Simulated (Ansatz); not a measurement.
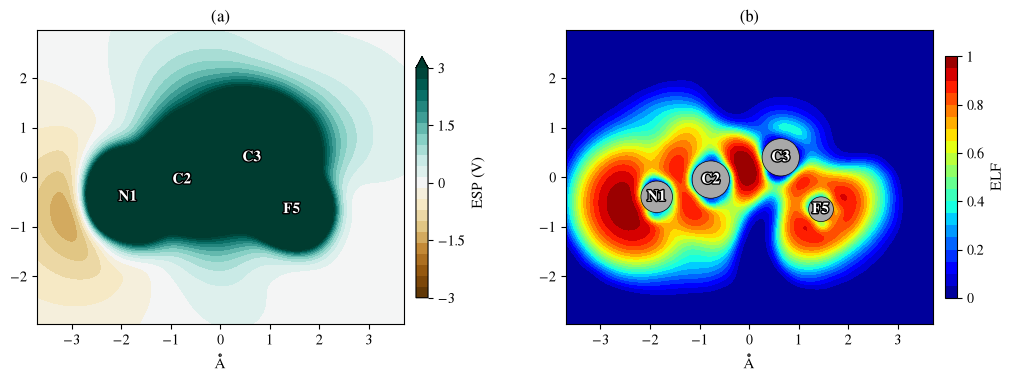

Figure 1: C2F3N (SMILES N#CC(F)(F)F). (a) electrostatic potential; (b) electron localisation function on the plane of atoms C2, C3 and F5. Grey discs cover the atomic cores in the ELF map.

Geometry: PBE0-D4/def2-TZVP.

These are results of Ansatz 0.2.0, isolated molecule in a Gaussian basis; Hartree-Fock, not measurements.

```xyz
6

N     1.0221   -1.7051    0.8935
C     0.4862   -0.8106    0.4178
C    -0.2064    0.3456   -0.1972
F    -1.3160   -0.0558   -0.8023
F     0.5815    0.9270   -1.0915
F    -0.5252    1.2348    0.7336
```

**Describe what can be read from this map.**

Atoms in the plane: N, C and F. C–N (1.15 Å): the ELF peaks at about 0.85 between the atoms: a multiple bond. C–F (1.33 Å): the ELF peaks at about 0.85 between the atoms: a polar covalent bond. C–C (1.48 Å): the ELF peaks at about 1 between the atoms (localised, covalent bonding). The ELF also peaks beside F5 and N1, away from the bonds: lone-pair regions. Outside the dense part of the molecule the potential is most negative (−1.5 V) near N1.
